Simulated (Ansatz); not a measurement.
# Liquid 59SiO2-7Al2O3-7FeO-10MgO-14CaO-3K2O (mol %): a series in temperature

How do cells made at different temperatures differ in energy, pressure, forces, charges and cost?

Computed with Ansatz 0.2.0: Kohn-Sham DFT, PBE, PAW (set soft_2). Every run is a single point, with the atoms held where the recipe put them (cutoff of the plane-wave runs 420 eV, gaussian smearing of 0.05 eV, spin polarised).

First member: 82 atoms (17 Si, 4 Al, 2 Fe, 3 Mg, 4 Ca, 2 K, 50 O) placed at random at 2.61 g/cm³, melted at 3000 K for 20 ps at fixed volume with the Buckingham and Coulomb pair potential of Guillot and Sator (Geochim. Cosmochim. Acta 71, 1249 (2007)) with the boron terms of Wang et al. (J. Non-Cryst. Solids 498, 294 (2018)). Snapshot at the end of a hold of 10 ps at 1960 K and zero pressure.

Last member: 82 atoms (17 Si, 4 Al, 2 Fe, 3 Mg, 4 Ca, 2 K, 50 O) placed at random at 2.61 g/cm³, melted at 3000 K for 20 ps at fixed volume with the Buckingham and Coulomb pair potential of Guillot and Sator (Geochim. Cosmochim. Acta 71, 1249 (2007)) with the boron terms of Wang et al. (J. Non-Cryst. Solids 498, 294 (2018)). Snapshot at the end of a hold of 10 ps at 2760 K and zero pressure.

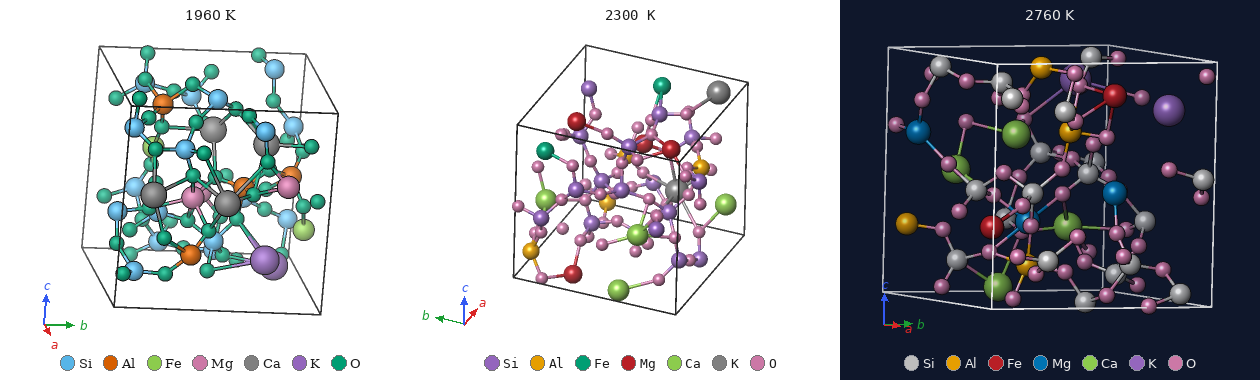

Three members of the series, labelled by temperature. Bonds to atoms that aren't drawn are left out. Some periodic images of atoms are drawn too.

The members:

| temperature (K) | reduced formula | atoms | valence electrons | k-mesh | basis | density (g/cm³) |
| --- | --- | --- | --- | --- | --- | --- |
| 1960 | K2Ca4Mg3Al4Fe2Si17O50 | 82 | 500 | 1×1×1 | plane waves | 2.56 |
| 2140 | K2Ca4Mg3Al4Fe2Si17O50 | 82 | 500 | 1×1×1 | plane waves | 2.18 |
| 2300 | K2Ca4Mg3Al4Fe2Si17O50 | 82 | 500 | 1×1×1 | plane waves | 2.30 |
| 2530 | K2Ca4Mg3Al4Fe2Si17O50 | 82 | 500 | 1×1×1 | plane waves | 2.35 |
| 2760 | K2Ca4Mg3Al4Fe2Si17O50 | 82 | 500 | 1×1×1 | plane waves | 2.17 |

Each cell is one sample from a classical run, so sample-to-sample scatter enters every column; pressures lack the kinetic term.

The input of the first member, without its atom lines; other members have their own cell and atoms, and may differ in mesh, basis and outputs:

```yaml
crystal:
  lattice:
    - [10.5401, 0.0, 0.0]
    - [0.0, 10.5401, 0.0]
    - [0.0, 0.0, 10.5401]
  atoms:
    [... 82 lines ...]
magnetization:
  spin_polarized: true
kpoints:
  mp_grid: { grid: [1, 1, 1] }
hamiltonian:
  xc: pbe
scf:
  occupations: { method: gaussian, width: 0.05 }
  lower_state_search: "off"
output:
  forces: true
  stress: true
  populations: intrinsic
  dos:
    method: { smearing: { sigma: 0.15 } }
    de: 0.1
    projected: { site_lists: { Al: [Al], Ca: [Ca], Fe: [Fe], K: [K], Mg: [Mg] } }
  eigenvalues: true
  write_density: true
  write_potential: true
  volumetric_format: npy
```

Results; charges are mean intrinsic-atomic-orbital charges in e:

```csv
temperature (K),energy less the first member's (meV/atom),pressure (GPa),r.m.s. force (eV/Å),moment (μB),q(Fe),q(Ca),q(Si)
1960,0.0,-0.259,2.19,8,+1.09,+1.75,+1.64
2140,86.2,-4.01,1.84,8.00,+1.09,+1.80,+1.64
2300,47.5,-4.16,2.02,8.00,+1.07,+1.78,+1.64
2530,142.7,-0.589,2.46,8.00,+1.12,+1.78,+1.65
2760,217.9,-6.75,1.80,8.00,+1.21,+1.74,+1.60
```

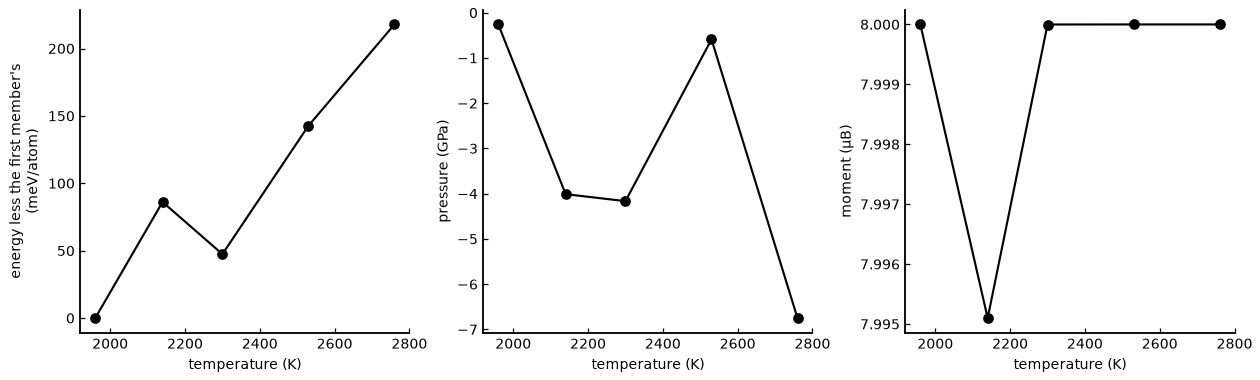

Results against temperature.

Cost on 8 threads of Arm Neoverse V2, shared host:

```csv
temperature (K),atoms,basis,k-mesh,SCF cycles,time,host memory (GiB)
1960,82,plane waves,1×1×1,27,32 s,2.4
2140,82,plane waves,1×1×1,52,58 s,2.8
2300,82,plane waves,1×1×1,54,47 s,2.7
2530,82,plane waves,1×1×1,55,59 s,2.7
2760,82,plane waves,1×1×1,75,84 s,2.8
```

Times include the outputs that each run asked for, on hosts shared with other jobs.

**Reading.** The energy against the first member is lowest at 1960 K (0.0 meV/atom) and highest at 2760 K (217.9 meV/atom), rising overall but not at every step; each member is a single configuration. The mean charge on Fe is lowest at 2300 K (+1.07 e) and highest at 2760 K (+1.21 e). The density spans 2.17 to 2.56 g/cm³, so the columns mix its effect with that of the temperature. The pressure is lowest at 2760 K (-6.7 GPa) and highest at 1960 K (-0.26 GPa). The r.m.s. force lies between 1.8 and 2.5 eV/Å, with no steady trend. 4 of the 5 members have partly filled levels at the Fermi energy, where the frontier levels stand at most 0.074 eV apart and the tails of the smearing reach across.

**Limits.** Without a Hubbard term or exact exchange, open shells on Fe are likely too delocalised. In the spin-polarised runs the search for a state of lower energy was switched off. The network of bonds at the start is that of the classical potential that made the cell, and needn't be the one that DFT or experiment would give. The moments were started parallel, whereas the real liquid is a paramagnet at this temperature. The cells aren't relaxed by DFT, which could reorder their energies. The starting order of the moments was set by the recipe and needn't be the real material's.

[Logs are printed without paths, hosts, clocks, repeated set-up lines and the standing remarks that a program may print on its own settings, such as how far it seeks lower states.]

[Hosts, paths, dates, database ids (printed as entryN), source tags and the programs' standing remarks are cut or masked in the printed files.]
